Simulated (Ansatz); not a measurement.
# SiNH3 (singlet): correlated methods under varied settings at distance Si1–H3 = 1.205 Å

Aim: run SiNH3 (singlet) at one geometry under a spread of methods and options, and see what each costs and gives.

Program: Ansatz 0.2.0, Gaussian basis. Level of theory: the settings change from run to run. These are calculated values, not measurements.

27 further runs of the same task are left out: 2 for a known fault of the program, 17 that didn't finish, 8 set aside as unsound or not needed.

## 1. What is computed

The geometry derives from a PBE0/def2-TZVP stationary point (not a proven minimum). One bond is set to the value named and the two fragments are kept rigid.

5 atoms, charge 0, spin multiplicity 1.

Atoms are counted from 1 here; the program's logs count them from 0.

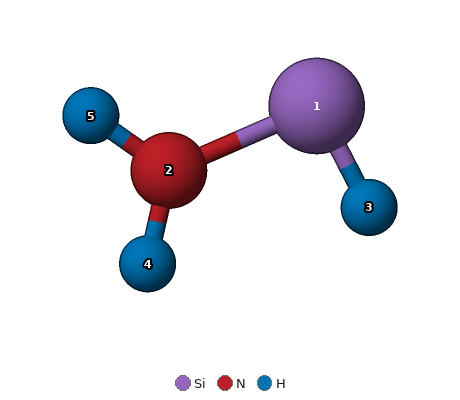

The structure; silicon purple, nitrogen red, hydrogen blue; atoms are numbered from 1 in the order of the file.

Geometry (Å):

```xyz
5
H3NSi
Si    0.0000   -0.0739    0.6257
N     0.0000    0.0566   -1.0764
H     0.0000    1.1179    0.8034
H     0.0000    0.9124   -1.6090
H     0.0000   -0.7584   -1.6699
```

## 2. CASSCF(2,9)/def2-SVP

File in.yaml:

```yaml
crystal:
  periodic: [false, false, false]
  atoms:
    - {symbol: Si, position_ang: [0.000000, -0.073893, 0.625650]}
    - {symbol: N, position_ang: [0.000000, 0.056637, -1.076380]}
    - {symbol: H, position_ang: [0.000000, 1.117929, 0.803372]}
    - {symbol: H, position_ang: [0.000000, 0.912429, -1.609011]}
    - {symbol: H, position_ang: [0.000000, -0.758434, -1.669872]}
basis:
  gaussian: {orbitals: def2-SVP, fitting: {mean_field: def2-universal-jkfit}}
correlation: {active_space: {window: {electrons: 2, orbitals: 9}, states: [{multiplicity: 1, weights: [1, 1, 1, 1]}], root: 2}}
scf: {lower_state_search: off}
```

Run with:

```sh
ansatz run in.yaml --threads 1 --pin off --events-out ev --progress --plain --max-ram 2393MiB
```

Log:

```text
Functional definition: HF
  name "HF"
  cite "Fock, Z. Phys. 61, 126 (1930) doi:10.1007/BF01340294"
  parent pbe
  exchange = exact_x
  correlation = 0
these checks for a lower state are left out or cut short: stability, starts, cluster_reference, orbital_swaps, neighbouring_geometries, increment
259 factors; integrals over basis functions are off by at most 2.2e-1 eV
mean field evaluation 1: about -9384.2224 eV, gradient 2.7e1 eV
mean field evaluation 2: about -9385.3723 eV, gradient 1.5e1 eV
mean field evaluation 4: about -9385.8937 eV, gradient 2.4e-1 eV
mean field evaluation 8: about -9385.8941 eV, gradient 7.3e-7 eV
mean field -9385.89405154 eV, -344.9252444065 hartree, gradient 7.3e-7 eV, S^2 0.000000; 0 other end points of the search recorded, 0 dependent functions left out
reference -9385.89405154 eV, -344.9252444065 hartree; 12, 12 occupied and 35, 35 virtual orbitals, 259 factors
state -9386.54424073 eV, -344.9491384188 hartree
state -9382.42023871 eV, -344.7975841396 hartree
state -9379.13369037 eV, -344.6768057160 hartree
state -9378.40201368 eV, -344.6499170937 hartree
Total energy: -9379.13369037 eV, -344.6768057160 hartree
Checks for a lower state left out: stability, starts, cluster_reference, orbital_swaps, neighbouring_geometries, increment
```

Wall time 0.93 s (1 thread of Arm Neoverse V1, shared host).

From the report: 81 determinants; active occupations (of the averaged states) 1.02, 0.65, 0.26, 0.05, 0.01, 0.01, 0.00, 0.00, 0.00.

## 3. BCCD(T)/cc-pVDZ

in.yaml: that of step 2 with these lines changed.

```diff
@@ -9,4 +9,5 @@
 basis:
-  gaussian: {orbitals: def2-SVP, fitting: {mean_field: def2-universal-jkfit}}
-correlation: {active_space: {window: {electrons: 2, orbitals: 9}, states: [{multiplicity: 1, weights: [1, 1, 1, 1]}], root: 2}}
-scf: {lower_state_search: off}
+  gaussian: {orbitals: cc-pVDZ}
+magnetization: {spin_polarized: true, initial_magnetization: 0}
+hamiltonian: {xc: {name: PBE0}}
+correlation: {method: bccd_t, electrons: valence}
```

Same command.

Log (excerpt; [...] marks lines left out):

```text
Functional definition: PBE0
  name "PBE0"
  cite "Adamo & Barone, J. Chem. Phys. 110, 6158 (1999) doi:10.1063/1.478522"
  cite "Perdew, Burke & Ernzerhof, Phys. Rev. Lett. 77, 3865 (1996) doi:10.1103/PhysRevLett.77.3865"
  parent pbe
[...]
449 factors; integrals over basis functions are off by at most 1.4e-3 eV
[...]
mean field -9409.27267815 eV, -345.7843930880 hartree, gradient 5.6e-7 eV, S^2 0.000000; 2 other end points of the search recorded, 0 dependent functions left out
6 core orbitals not correlated: weight in the atoms' cores, before any rotation towards them, 1.000 or more for the frozen orbitals, at most 0.000 for the correlated occupied ones
reference -9389.29426327 eV, -345.0501998830 hartree; 6, 6 occupied and 35, 35 virtual orbitals, 449 factors
second order -7.38595160 eV of doubles, -0.16573074 eV of singles
cycle   1  -7.80749983 eV  change   -2.6e-1 eV  update   8.0e-2
[...]
cycle   9  -8.11293325 eV  change    1.5e-6 eV  update   1.0e-5
perturbative correction -0.23146981 eV, -0.0085063584 hartree
Total energy: -9397.63866633 eV, -345.3568510392 hartree
```

Run time: 3 s. Hardware: 1 thread of Arm Neoverse V1, shared host.

From the report: ⟨S²⟩ of the determinant 0.000 (pure singlet: 0.00); correlation -8.3444 eV; largest double amplitude 0.09.

## 4. BCCD(T) on RHF/6-31G*

in.yaml: that of step 3 with these lines changed.

```diff
@@ -9,5 +9,4 @@
 basis:
-  gaussian: {orbitals: cc-pVDZ}
-magnetization: {spin_polarized: true, initial_magnetization: 0}
-hamiltonian: {xc: {name: PBE0}}
-correlation: {method: bccd_t, electrons: valence}
+  gaussian: {orbitals: "6-31G*", fitting: {mean_field: def2-universal-jkfit}}
+magnetization: {spin_polarized: false}
+correlation: {method: bccd_t, electrons: outside_noble_gas, diis_vectors: 12}
```

The command is unchanged.

Log (excerpt; [...] marks lines left out):

```text
Functional definition: HF
  name "HF"
  cite "Fock, Z. Phys. 61, 126 (1930) doi:10.1007/BF01340294"
  parent pbe
[...]
259 factors; integrals over basis functions are off by at most 3.5e-2 eV
[...]
mean field -9388.98436041 eV, -345.0388111629 hartree, gradient 1.0e-6 eV, S^2 0.000000; 0 other end points of the search recorded, 0 dependent functions left out
6 core orbitals not correlated: weight in the atoms' cores, before any rotation towards them, 1.000 or more for the frozen orbitals, at most 0.000 for the correlated occupied ones
reference -9388.98436041 eV, -345.0388111629 hartree; 6, 6 occupied and 28, 28 virtual orbitals, 259 factors
second order -6.45810896 eV of doubles, -0.00000000 eV of singles
cycle   1  -6.87173072 eV  change   -4.1e-1 eV  update   7.6e-2
[...]
cycle  10  -7.15049399 eV  change    4.7e-6 eV  update   6.1e-6
perturbative correction -0.19450589 eV, -0.0071479597 hartree
Total energy: -9396.32936029 eV, -345.3087349300 hartree
```

Wall time 0.39 s (1 thread of Arm Neoverse V1, shared host).

From the report: correlation -7.3450 eV; largest double amplitude 0.08.

## 5. CCSDT(Q) on RHF/STO-3G

in.yaml: that of step 4 with these lines changed.

```diff
@@ -9,4 +9,7 @@
 basis:
-  gaussian: {orbitals: "6-31G*", fitting: {mean_field: def2-universal-jkfit}}
+  gaussian: {orbitals: STO-3G}
 magnetization: {spin_polarized: false}
-correlation: {method: bccd_t, electrons: outside_noble_gas, diis_vectors: 12}
+correlation: {method: ccsdt_q, electrons: outside_noble_gas}
+accuracy: high
+scf: {lower_state_search: off}
+output: {forces: true}
```

Same command.

Log (excerpt; [...] marks lines left out):

```text
Functional definition: HF
  name "HF"
  cite "Fock, Z. Phys. 61, 126 (1930) doi:10.1007/BF01340294"
  parent pbe
[...]
289 factors; integrals over basis functions are off by at most 1.3e-8 eV
[...]
mean field -9279.08348631 eV, -341.0000285332 hartree, gradient 3.1e-8 eV, S^2 0.000000; 0 other end points of the search recorded, 0 dependent functions left out
6 core orbitals not correlated: weight in the atoms' cores, before any rotation towards them, 1.000 or more for the frozen orbitals, at most 0.000 for the correlated occupied ones
reference -9279.08348631 eV, -341.0000285332 hartree; 6, 6 occupied and 5, 5 virtual orbitals, 289 factors
second order -2.11726674 eV of doubles, -0.00000000 eV of singles
cycle   1  -2.46415285 eV  change   -3.5e-1 eV  update   8.7e-2
[...]
cycle  24  -2.84046600 eV  change   4.8e-10 eV  update  1.4e-10
perturbative correction 0.00084417 eV, 0.0000310227 hartree
[...]
Total energy: -9281.92310814 eV, -341.1043827107 hartree
Atom 0 at     0.000000    -0.073893     0.625650 Å, force     0.000000   -11.591285    -1.706997 eV/Å
Atom 1 at     0.000000     0.056637    -1.076380 Å, force    -0.000000    -0.050447     2.921947 eV/Å
Atom 2 at     0.000000     1.117929     0.803372 Å, force    -0.000000    11.442804     1.467277 eV/Å
Atom 3 at     0.000000     0.912429    -1.609011 Å, force    -0.000000     1.610710    -1.319882 eV/Å
Atom 4 at     0.000000    -0.758434    -1.669872 Å, force     0.000000    -1.411783    -1.362345 eV/Å
Dipole moment:    -0.000000     0.067742    -0.283948 e Å
Checks for a lower state left out: starts, cluster_reference, orbital_swaps, neighbouring_geometries, increment
```

Wall time 3.1 s (1 thread of Arm Neoverse V1, shared host).

From the report: correlation -2.8396 eV; T1 0.023; largest double amplitude 0.10.

## 6. MP2 on UHF/6-31G

in.yaml: that of step 5 with these lines changed.

```diff
@@ -9,7 +9,4 @@
 basis:
-  gaussian: {orbitals: STO-3G}
-magnetization: {spin_polarized: false}
-correlation: {method: ccsdt_q, electrons: outside_noble_gas}
-accuracy: high
-scf: {lower_state_search: off}
-output: {forces: true}
+  gaussian: {orbitals: 6-31G}
+magnetization: {spin_polarized: true, initial_magnetization: 0}
+correlation: {method: mp2, electrons: outside_noble_gas}
```

The command is unchanged.

Log:

```text
Functional definition: HF
  name "HF"
  cite "Fock, Z. Phys. 61, 126 (1930) doi:10.1007/BF01340294"
  parent pbe
  exchange = exact_x
  correlation = 0
368 factors; integrals over basis functions are off by at most 2.3e-4 eV
mean field evaluation 1: about -9386.1541 eV, gradient 1.8e1 eV
mean field evaluation 2: about -9386.1572 eV, gradient 1.8e1 eV
mean field evaluation 4: about -9387.5910 eV, gradient 1.3e0 eV
mean field evaluation 8: about -9387.6036 eV, gradient 3.6e-4 eV
mean field evaluation 16: about -9387.4100 eV, gradient 1.6e0 eV
mean field -9387.60358444 eV, -344.9880685818 hartree, gradient 2.1e-6 eV, S^2 0.000000; 2 other end points of the search recorded, 0 dependent functions left out
6 core orbitals not correlated: weight in the atoms' cores, before any rotation towards them, 1.000 or more for the frozen orbitals, at most 0.000 for the correlated occupied ones
reference -9387.60358444 eV, -344.9880685818 hartree; 6, 6 occupied and 16, 16 virtual orbitals, 368 factors
second order -4.26024936 eV of doubles, -0.00000000 eV of singles
Total energy: -9391.86383379 eV, -345.1446298580 hartree
```

Wall time 0.24 s (1 thread of Arm Neoverse V1, shared host).

From the report: ⟨S²⟩ of the determinant 0.000 (pure singlet: 0.00).

## 7. CCSDT/def2-SVP

in.yaml: that of step 6 with these lines changed.

```diff
@@ -9,4 +9,6 @@
 basis:
-  gaussian: {orbitals: 6-31G}
-magnetization: {spin_polarized: true, initial_magnetization: 0}
-correlation: {method: mp2, electrons: outside_noble_gas}
+  gaussian: {orbitals: def2-SVP}
+magnetization: {spin_polarized: false}
+hamiltonian: {xc: {name: PBE}}
+correlation: {method: ccsdt, electrons: outside_noble_gas}
+output: {forces: true}
```

The command is unchanged.

Log (excerpt; [...] marks lines left out):

```text
Functional definition: PBE
  name "PBE"
  cite "Perdew, Burke & Ernzerhof, Phys. Rev. Lett. 77, 3865 (1996) doi:10.1103/PhysRevLett.77.3865"
  parent pbe
[...]
842 factors; integrals over basis functions are off by at most 2.2e-7 eV
[...]
mean field -9404.76267069 eV, -345.6186533706 hartree, gradient 4.0e-6 eV, S^2 0.000000; 0 other end points of the search recorded, 0 dependent functions left out
6 core orbitals not correlated: weight in the atoms' cores, before any rotation towards them, 1.000 or more for the frozen orbitals, at most 0.000 for the correlated occupied ones
reference -9385.38922902 eV, -344.9066925213 hartree; 6, 6 occupied and 35, 35 virtual orbitals, 842 factors
second order -7.47354907 eV of doubles, -0.30978704 eV of singles
cycle   1  -7.91747936 eV  change   -1.4e-1 eV  update   9.3e-2
[...]
cycle  14  -8.49850917 eV  change    5.0e-7 eV  update   5.1e-7
[...]
Total energy: -9393.88773820 eV, -345.2190069729 hartree
Atom 0 at     0.000000    -0.073893     0.625650 Å, force     0.000000   -10.300394    -0.983420 eV/Å
Atom 1 at     0.000000     0.056637    -1.076380 Å, force     0.000000    -0.165947    -0.106146 eV/Å
Atom 2 at     0.000000     1.117929     0.803372 Å, force    -0.000000    10.364922     1.655997 eV/Å
Atom 3 at     0.000000     0.912429    -1.609011 Å, force    -0.000000     0.383606    -0.258841 eV/Å
Atom 4 at     0.000000    -0.758434    -1.669872 Å, force    -0.000000    -0.282186    -0.307591 eV/Å
Dipole moment:    -0.000000     0.212225    -0.439204 e Å
```

It took 32 s on 1 thread of Arm Neoverse V1, shared host; peak memory 0.34 GiB.

From the report: correlation -8.4985 eV; T1 0.016; largest double amplitude 0.10. The orbitals are Kohn-Sham ones, so correlation energy and T1 don't compare with those on Hartree-Fock orbitals.

## 8. All runs side by side

Where basis and cores are those of an earlier RCCSDT(Q)/cc-pVDZ run (-9397.7232 eV), and the state is the same kind, the miss against it is given.

```tsv
level	correlated	functions	energy (eV)	from RCCSDT(Q) (meV)	time
CASSCF(2,9)/def2-SVP (excited root 2 of an average)		47	-9379.1337		0.93 s
BCCD(T)/cc-pVDZ (on PBE0 orbitals)	valence	47	-9397.6387	84.5	3 s
BCCD(T) on RHF/6-31G*	outside noble gas	40	-9396.3294		0.39 s
CCSDT(Q) on RHF/STO-3G	outside noble gas	17	-9281.9231		3.1 s
MP2 on UHF/6-31G	outside noble gas	28	-9391.8638		0.24 s
CCSDT/def2-SVP (on PBE orbitals)	outside noble gas	47	-9393.8877		32 s
```

## 9. Results

| quantity | value |
| --- | --- |
| runs | 6 |
| quickest | MP2 on UHF/6-31G, 0.24 s |
| slowest | CCSDT/def2-SVP (on PBE orbitals), 32 s |

Total energies in different bases, with other cores or another treatment of relativity can't be set against each other. CCSDT/def2-SVP (on PBE orbitals) took 133 times as long as MP2 on UHF/6-31G; the jobs differ in more than the method. Cores frozen from Kohn-Sham orbitals shift the total energy.
